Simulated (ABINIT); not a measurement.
# CaC2 (Immm): G0W0 with ABINIT, start to end, part 3 of 3

How does a plane-wave GW calculation on CaC2 (Immm) run from the first input to the gap?

ABINIT 10.8.3; PBEsol and many-body steps on it, plane waves. Known limits of the many-body steps: not at the basis limit; coarse k mesh.

So far. Step 3 (Bands along the symmetry lines): The gap is 2.293 eV, −0.049 eV from the run before at this level. Step 4 (Empty states on the mesh, 4×4×4 mesh, 33 bands): On this mesh the gap is 2.291 eV.

## (5) Screening, 4×4×4 mesh, 29 bands, screening to 87.1 eV

The RPA dielectric matrix is built and inverted for each q.

This step: RPA screening on PBEsol, plane waves, norm-conserving pseudopotentials.

The input, run.abi:

```
acell 3*1.0 Angstrom
rprim 
  -1.894876555000 2.443261230000 2.680131180000
  1.894876555000 -2.443261230000 2.680131180000
  1.894876555000 2.443261230000 -2.680131180000
ntypat 2
znucl 20 6
natom 3
typat 1 2 2
xred 
  0.000000000000 0.000000000000 0.000000000000
  0.371239070000 0.500000000000 0.871239070000
  0.628760930000 0.500000000000 0.128760930000
pp_dirpath "pseudos"
pseudos "Ca.upf, C.upf"
ecut 37
ngkpt 4 4 4
nshiftk 1
shiftk 0 0 0
kptopt 1
chksymbreak 0
istwfk *1
occopt 1
irdwfk 1
optdriver 3
nband 29
ecuteps 3.2
inclvkb 2
awtr 1
symchi 1
indata_prefix "in"
outdata_prefix "out"
tmpdata_prefix "tmp"
```

Launch:

```
> OMP_NUM_THREADS=1 mpirun -n 4 abinit run.abi > log
```

Numbers of over 12 decimals in the logs are rounded to 6 here.

What it wrote:

```text
.Version 10.8.3 of ABINIT. v10.8.2 released Aug 2026.

 Symmetries : space group Im m m (# 71); Bravais oI (body-center ortho.)
[... echo of the input left out ...]
== DATASET  1 ==================================================================
-   mpi_nproc: 4, omp_nthreads: 1 (-1 if OMP is not activated)

--- !DatasetInfo
iteration_state: {dtset: 1, }
dimensions: {natom: 3, nkpt: 18, mband: 29, nsppol: 1, nspinor: 1, nspden: 1, mpw: 3625, }
cutoff_energies: {ecut:  37.0, pawecutdg:  -1.0, }
electrons: {nelect:   1.80000000E+01, charge:   0.00000000E+00, occopt:   1.00000000E+00, tsmear:   1.00000000E-02, }

 SCREENING: Calculation of the susceptibility and dielectric matrices

 Based on a program developped by R.W. Godby, V. Olevano, G. Onida, and L. Reining.
 Incorporated in ABINIT by V. Olevano, G.-M. Rignanese, and M. Torrent.
.Using double precision arithmetic ; gwpc =  8

[... cell and pseudopotentials left out ...]
--------------------------------------------------------------------------------

 ==== K-mesh for the wavefunctions ====
 Number of points in the irreducible wedge :    18
[... list of points left out ...]
 Together with  8 symmetry operations and time-reversal symmetry
 yields    64 points in the full Brillouin Zone.

 ==== Q-mesh for the screening function ====
 Number of points in the irreducible wedge :    18
[... list of points left out ...]
 Together with  8 symmetry operations and time-reversal symmetry
 yields    64 points in the full Brillouin Zone.

 setmesh: FFT mesh size selected  =    72x   72x   72
          total number of points  =       373248

 vcoul_init : cutoff-mode = AUXILIARY_FUNCTION
 q-points for optical limit:   1
     1)      0.000010    0.000020    0.000030

- screening: taking advantage of time-reversal symmetry
- Maximum band index for partially occupied states nbvw = 9
- Remaining bands to be divided among processors   nbcw = 20
- Number of bands treated by each node ~5

 Number of electrons calculated from density =   18.0000; Expected =   18.0000
 average of density, n =  0.053741
 r_s =    1.6439
 omega_plasma =   22.3620 [eV]

 calculating chi0 at frequencies [eV] :
  1    0.000000E+00    0.000000E+00
  2    0.000000E+00    2.236197E+01

--------------------------------------------------------------------------------
  q-point number  1        q = ( 0.000000, 0.000000, 0.000000) [r.l.u.]
--------------------------------------------------------------------------------
[... chi0 elements left out ...]
 For q-point:  0.000010 0.000020 0.000030
  dielectric constant =   3.6227
  dielectric constant without local fields =   4.3216

  Average fulfillment of the sum rule on Im[epsilon] for q-point    1 :     36.86  [%]
[... wings left out ...]
  q-point number  2        q = ( 0.250000, 0.000000, 0.000000) [r.l.u.]
--------------------------------------------------------------------------------
[... chi0 elements left out ...]
  Average fulfillment of the sum rule on Im[epsilon] for q-point    2 :     61.93  [%]

 [... 16 further q-points ...]
```

Elapsed: 14 min, on 4 MPI ranks of AMD EPYC 7571, shared host; peak memory 6.5 GiB.

This step gave:

```yaml
eps_infinity_with_local_fields_on_this_mesh_along_the_program_s_q_direction: 3.623
the_same_without_local_fields: 4.322
plasma_frequency: 22.36 eV
plane_waves_in_the_screening_matrix: 81
```

Local fields lower ε∞ by 16 %. On a Γ-centred mesh this coarse the value itself is usually too large, while a short band sum pulls it down.

## (6) Self-energy, 4×4×4 mesh, 29 bands, screening to 87.1 eV

The self-energy is evaluated for the states that the input lists, and the levels follow from it, in one-shot runs by the linearised quasiparticle equation.

This step: G0W0 on PBEsol, plane waves, norm-conserving pseudopotentials.

run.abi, as its differences from that of step 5:

```diff
@@ -24,8 +24,17 @@
 irdwfk 1
-optdriver 3
+optdriver 4
 nband 29
+gwcalctyp 0
+ecutsigx 37
+symsigma 1
+nkptgw 2
+kptgw 
+  0.2500000000 -0.2500000000 0.2500000000
+  0.0000000000 0.0000000000 0.0000000000
+bdgw 
+  8 11
+  8 11
 ecuteps 3.2
-inclvkb 2
-awtr 1
-symchi 1
+irdscr 1
+ppmodel 1
 indata_prefix "in"
```

What it wrote:

```text
.Version 10.8.3 of ABINIT. v10.8.2 released Aug 2026.

 Symmetries : space group Im m m (# 71); Bravais oI (body-center ortho.)
[... echo of the input left out ...]
== DATASET  1 ==================================================================
-   mpi_nproc: 4, omp_nthreads: 1 (-1 if OMP is not activated)

--- !DatasetInfo
iteration_state: {dtset: 1, }
dimensions: {natom: 3, nkpt: 18, mband: 29, nsppol: 1, nspinor: 1, nspden: 1, mpw: 3625, }
cutoff_energies: {ecut:  37.0, pawecutdg:  -1.0, }
electrons: {nelect:   1.80000000E+01, charge:   0.00000000E+00, occopt:   1.00000000E+00, tsmear:   1.00000000E-02, }

 SIGMA: Calculation of the GW corrections

 Based on a program developped by R.W. Godby, V. Olevano, G. Onida, and L. Reining.
 Incorporated in ABINIT by V. Olevano, G.-M. Rignanese, and M. Torrent.
.Using double precision arithmetic ; gwpc =  8

[... cell and pseudopotentials left out ...]
--------------------------------------------------------------------------------

 ==== K-mesh for the wavefunctions ====
 Number of points in the irreducible wedge :    18
[... list of points left out ...]
 Together with  8 symmetry operations and time-reversal symmetry
 yields    64 points in the full Brillouin Zone.

 ==== Q-mesh for screening function ====
 Number of points in the irreducible wedge :    18
[... list of points left out ...]
 Together with  8 symmetry operations and time-reversal symmetry
 yields    64 points in the full Brillouin Zone.

 vcoul_init : cutoff-mode = AUXILIARY_FUNCTION
 q-points for optical limit:   1
     1)      0.000010    0.000020    0.000030
 setmesh: FFT mesh size selected  =    72x   72x   72
          total number of points  =       373248

 Number of electrons calculated from density =   18.0000; Expected =   18.0000
 average of density, n =  0.053741
 r_s =    1.6439
 omega_plasma =   22.3620 [eV]

 === KS Band Gaps ===
  >>>> For spin  1
   Minimum direct gap =   2.6016 [eV], located at k-point      :   0.0000  0.0000  0.0000
   Fundamental gap    =   2.2910 [eV], Top of valence bands at :   0.2500 -0.2500  0.2500
                                       Bottom of conduction at :   0.0000  0.0000  0.0000
 SIGMA fundamental parameters:
 PLASMON POLE MODEL  1
 number of plane-waves for SigmaX                 3625
 number of plane-waves for SigmaC and W             81
 number of plane-waves for wavefunctions          3625
 number of bands                                    29
 number of independent spin polarizations            1
 number of spinorial components                      1
 number of k-points in IBZ                          18
 number of q-points in IBZ                          18
 number of symmetry operations                       8
 number of k-points in BZ                           64
 number of q-points in BZ                           64
 number of frequencies for dSigma/dE                 9
 frequency step for dSigma/dE [eV]                0.25
 number of omega for Sigma on real axis              0
 max omega for Sigma on real axis  [eV]           0.00
 zcut for avoiding poles [eV]                     0.10

 EPSILON^-1 parameters (SCR file):
 dimension of the eps^-1 matrix on file             81
 dimension of the eps^-1 matrix used                81
 number of plane-waves for wavefunctions          3625
 number of bands                                    29
 number of q-points in IBZ                          18
 number of frequencies                               2
 number of real frequencies                          1
 number of imag frequencies                          1

 matrix elements of self-energy operator (all in [eV])

 Perturbative Calculation

--- !SelfEnergy_ee
iteration_state: {dtset: 1, }
kpoint     : [   0.250,   -0.250,    0.250, ]
spin       : 1
KS_gap     :    4.080
QP_gap     :    6.351
Delta_QP_KS:    2.270
data: !SigmaeeData |
     Band     E0 <VxcDFT>   SigX SigC(E0)      Z dSigC/dE  Sig(E)    E-E0       E
        8   1.521 -13.476 -16.450   2.517   0.787  -0.270 -13.836  -0.360   1.161
        9   2.476 -14.677 -18.791   3.799   0.782  -0.279 -14.923  -0.247   2.230
       10   6.557 -12.439  -7.022  -2.929   0.813  -0.230 -10.416   2.024   8.580
       11   7.757 -12.430  -6.023  -3.632   0.822  -0.216 -10.148   2.282  10.039

--- !SelfEnergy_ee
iteration_state: {dtset: 1, }
kpoint     : [   0.000,    0.000,    0.000, ]
spin       : 1
KS_gap     :    2.602
QP_gap     :    4.768
Delta_QP_KS:    2.166
data: !SigmaeeData |
     Band     E0 <VxcDFT>   SigX SigC(E0)      Z dSigC/dE  Sig(E)    E-E0       E
        8   1.909 -13.995 -16.826   2.406   0.791  -0.264 -14.331  -0.336   1.573
        9   2.166 -13.899 -16.676   2.384   0.790  -0.266 -14.209  -0.311   1.855
       10   4.767 -11.381  -6.486  -2.637   0.822  -0.217  -9.526   1.856   6.623
       11   6.030 -13.053  -7.651  -2.654   0.817  -0.224 -10.808   2.245   8.275

== END DATASET(S) ==============================================================
================================================================================

 -outvars: echo values of variables after computation  --------
           etotal      0.0000000000E+00
            nband          29
             nkpt          18
          spgroup          71
 [... the other variables as echoed above ...]

 Calculation completed.
```

It took 35 s on 4 MPI ranks; peak memory 4 GiB; 2.3 min of CPU time.

This step gave:

```yaml
g0w0_gap_on_the_points_computed: 4.393 eV
starting_gap_on_the_mesh: 2.291 eV
k_of_the_valence_top: 0.25, -0.25, 0.25
k_of_the_conduction_bottom: 0, 0, 0
z_at_the_valence_top: 0.782
z_at_the_conduction_bottom: 0.822
least_direct_g0w0_gap_on_the_computed_points: 4.768 eV
```

The gap on the mesh goes from 2.29 eV to 4.39 eV, a correction of +2.10 eV. The start differs from the 2.34 eV found before because the two sample other k points.

Limits: finite bands, cutoff and mesh; coarse k mesh. v1 is the top filled band, c1 the lowest empty one. The levels before and after the correction (eV, zero at the valence-band top of each column):

```tsv
	conduction bottom	valence top
Kohn-Sham	2.29	0.00
G0W0	4.39	0.00
```

```tsv
	level	energy (eV)
Kohn-Sham	(0.25 -0.25 0.25) v2	-0.955
Kohn-Sham	(0.25 -0.25 0.25) v1	0.000
Kohn-Sham	(0.25 -0.25 0.25) c1	4.080
Kohn-Sham	(0.25 -0.25 0.25) c2	5.281
Kohn-Sham	Γ v2	-0.568
Kohn-Sham	Γ v1	-0.310
Kohn-Sham	Γ c1	2.291
Kohn-Sham	Γ c2	3.554
G0W0	(0.25 -0.25 0.25) v2	-1.069
G0W0	(0.25 -0.25 0.25) v1	0.000
G0W0	(0.25 -0.25 0.25) c1	6.350
G0W0	(0.25 -0.25 0.25) c2	7.809
G0W0	Γ v2	-0.657
G0W0	Γ v1	-0.375
G0W0	Γ c1	4.393
G0W0	Γ c2	6.045
```

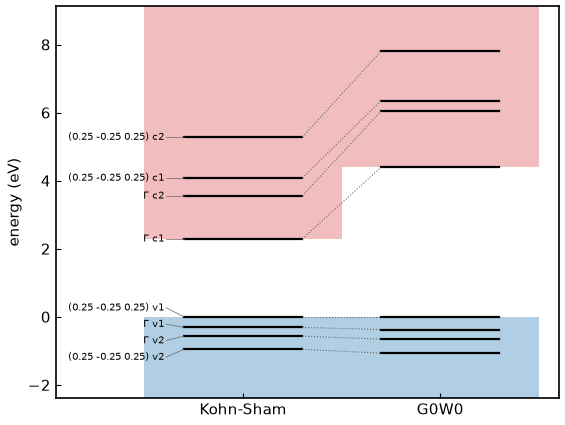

Levels before and after the correction. Shaded: valence and conduction bands.

## (7) Where the time went

Times are wall times on 4 MPI ranks of AMD EPYC 7571, shared host, good to a factor of about two.

```tsv
step	time	share	memory (GiB)
ground state	66 s	6 %	0.37
bands along the symmetry lines	80 s	7 %	0.37
empty states on the mesh	30 s	3 %	0.32
screening	14 min	80 %	6.5
self-energy	35 s	3 %	4.0
```

## (8) Summary of results

```
PBEsol gap           : 2.29 eV, indirect
G0W0 gap on the mesh : 4.39 eV
GW settings          : 4×4×4 mesh, 29 bands, screening to 87.1 eV, Godby-Needs plasmon pole
known limits         : not at the basis limit; coarse k mesh
```

**Reading.** G0W0 moves the gap on the mesh from 2.29 eV to 4.39 eV (+2.10 eV), with Z of 0.78 and 0.82 at the edges. Local fields lower the RPA ε∞ on this mesh from 4.32 to 3.62; a Γ-centred mesh this coarse tends to raise both, most where the direct gap is narrow, while a short band sum lowers them. Only 2 of the mesh's irreducible points were corrected, so a valley elsewhere could overtake. The dearest step here is «screening». Bands and cutoff are finite, so the gap is not at the basis limit. The miss can reach some tenths of an eV and take either sign; the mesh is an error of its own. In the G0W0 run levels were corrected at 2 k points alone, so a gap called «on the mesh» is the least over those, and an edge elsewhere would be missed. The 4×4×4 mesh is coarse for this cell, which bears on the long-range parts of exchange and screening.

[Paths, hosts, dates, memory and timing lines, banners, echoed tables and standing remarks are left out of the program output.]

[Logs are printed without paths, hosts, clocks, repeated set-up lines and the standing remarks that a program may print on its own settings, such as how far it seeks lower states.]

[Runs of the session that timed out or met a known fault of the program may be left out.]

[Hosts, paths, dates, database ids (printed as entryN), source tags and the programs' standing remarks are cut or masked in the printed files.]

[G0W0 gaps are taken among the corrected bands and points alone; a level outside them can change the order at an edge.]

[Where Ansatz stands beside ABINIT at settings called matched, ABINIT's density can come from a denser mesh and the files from another edition; pairs whose starting gaps differed by over 0.03 eV were left out, so agreement reads better than it is.]
